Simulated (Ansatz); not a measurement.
ClGeH3O3···NH2 (doublet)

Input

```
crystal:
  periodic: [false, false, false]
  atoms:
    - { symbol: Ge, position_ang: [0.0, 0.0, 0.0] }
    - { symbol: Cl, position_ang: [0.0, 0.0, 2.47] }
    - { symbol: O, position_ang: [1.6691, 0.0, -0.5894] }
    - { symbol: H, position_ang: [1.9855, -0.9521, -0.7061] }
    - { symbol: O, position_ang: [-0.8337, 1.4443, -0.5894] }
    - { symbol: H, position_ang: [-1.7915, 1.2136, -0.8118] }
    - { symbol: O, position_ang: [-0.8337, -1.4443, -0.5894] }
    - { symbol: H, position_ang: [-1.2883, -1.91, 0.183] }
    - { symbol: "N", position_ang: [0.0, 0.0, 4.5] }
    - { symbol: H, position_ang: [-0.496, -0.7725, 5.03] }
    - { symbol: H, position_ang: [0.496, 0.7725, 5.03] }
magnetization:
  spin_polarized: true
  initial_magnetization: 1
basis:
  gaussian: { orbitals: def2-SVP }
hamiltonian:
  xc: pbe
relax:
  f_tol: 0.15
  max_steps: 25
  restrain:
    - { distance: [1, 8], at: 2.93, k: 30.0 }
    - { distance: [0, 1], at: 2.22, k: 30.0 }
output:
  orbitals: {}
```

Command:

```sh
ansatz run input.yaml --threads 4 --pin off --max-ram 5120MiB --backend cpu --events-out ev --progress --plain --runs-dir out
```

The fields are those of the run's last geometry, not of the input's.

The calculation used UKS PBE/def2-SVP in Ansatz 0.2.0.

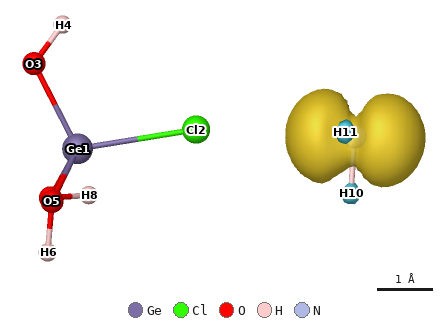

Figure 1. Isosurfaces of the spin density at +0.04 (yellow) and −0.04 e/Å³ (cyan), seen across its widest extent.

### Where is the unpaired spin?

The unpaired spin (1 electron) lies mostly on N9 (about 0.9), in electrons by Hirshfeld's partition.

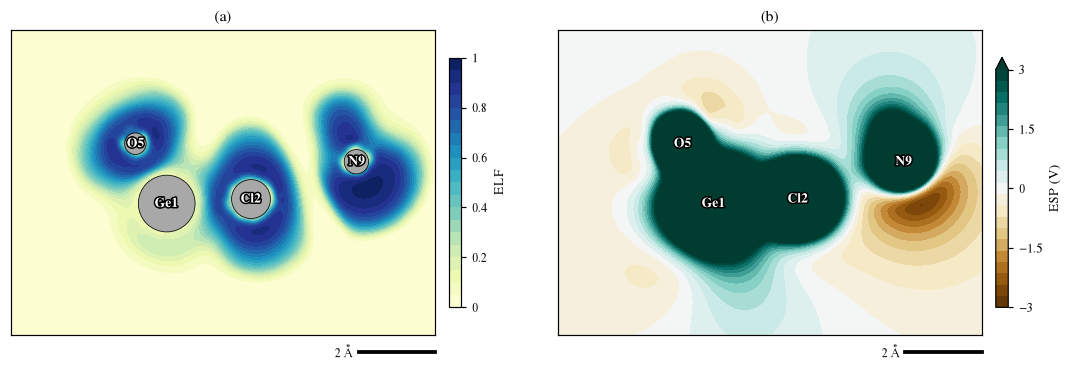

Figure 2. (a) ELF; (b) electrostatic potential on the plane of atoms Cl2, Ge1 and O5. Grey discs cover the atomic cores in the ELF map.

### What does the map show?

The section cuts through Ge, Cl, O and N sites. N9···Cl2 (2.93 Å): the ELF dips to about 0.05 between them. Ge–O (1.77 Å): the ELF peaks at about 0.85 in the valence shell of O, 0.6 Å from its nucleus, and is about 0.35 at the midpoint. Ge–Cl (2.21 Å): the ELF peaks at about 0.80 in the valence shell of Cl, 0.9 Å from its nucleus, and is about 0.60 at the midpoint. The ELF also peaks beside Cl2, N9 and O5, away from the bonds: non-bonding electrons, paired or unpaired. Outside the dense part of the complex the potential is most negative (−2.7 V) near N9.

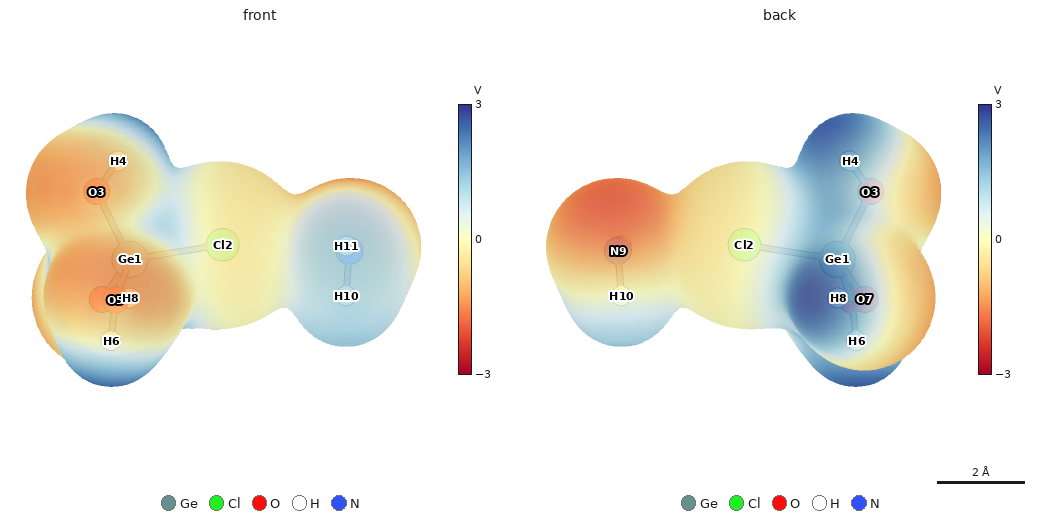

Figure 3. The molecular electrostatic potential painted on the density surface at 0.002 e/bohr³, seen from the front and from behind; the colour scale runs from red (negative) to blue (positive).

### Describe the electrostatic potential map.

The most negative region (about −1.9 V, or −44 kcal/mol for a unit charge) lies over N9, the most positive (about +2.6 V, or +60 kcal/mol for a unit charge) over H4, H6 and H8. N9 is the likeliest acceptor of a hydrogen bond.

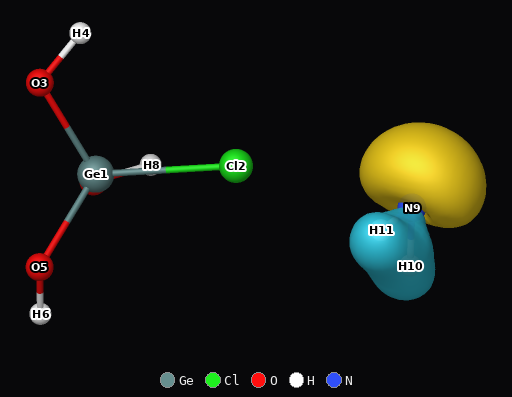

Figure 4. The HOMO (β) at ±0.2 Å⁻³ᐟ² (yellow and cyan are the two phases), seen at a tilt.

### What is the character of this orbital?

It lies mainly on N9 (about 85 %), H10 (about 10 %) and H11 (about 10 %); largely a lone pair of N9. Its energy is −6.55 eV.
